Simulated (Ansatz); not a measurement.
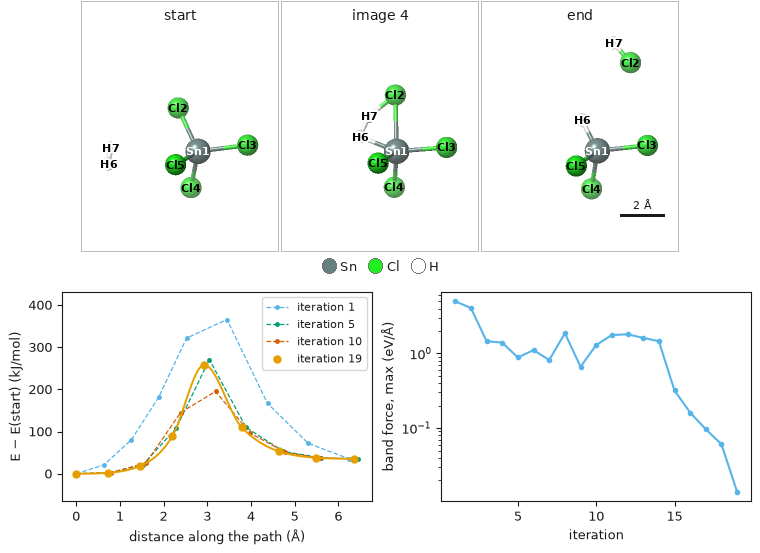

A nudged-elastic-band calculation for SnH₂Cl₄, made up at the start of SnCl4 and H₂. Images are numbered from 0 (start) to 8 (end). The plot follows the band through its iterations. The picture is a ball-and-stick view, seen at a tilt.

Computed with RHF/def2-SVP in Ansatz 0.2.0. Settings: 7 movable images; climbing image; force threshold 0.05 eV/Å; iteration limit 60; starting path through a guess of the saddle point.

> How did the profile develop, and is the result final?

The result is final at these settings. The band converged in 19 iterations. The largest component of the band force went from 5 to 0.014 eV/Å. The climbing image converged on the top of the path. Its vibrational analysis gives one imaginary mode (1805i cm⁻¹), as a transition state must have. The first iteration put the highest image at 365.5 kJ/mol. The highest point, image 4, lies 257.8 kJ/mol above the start and 222.5 kJ/mol above the end; the end is at +35.3 kJ/mol relative to the start.

Limits of the set-up: the start holds two separate molecules, 3.6 Å apart at their closest, whose relative position is a soft coordinate and is computed without a dispersion correction; Hartree-Fock leaves out electron correlation.
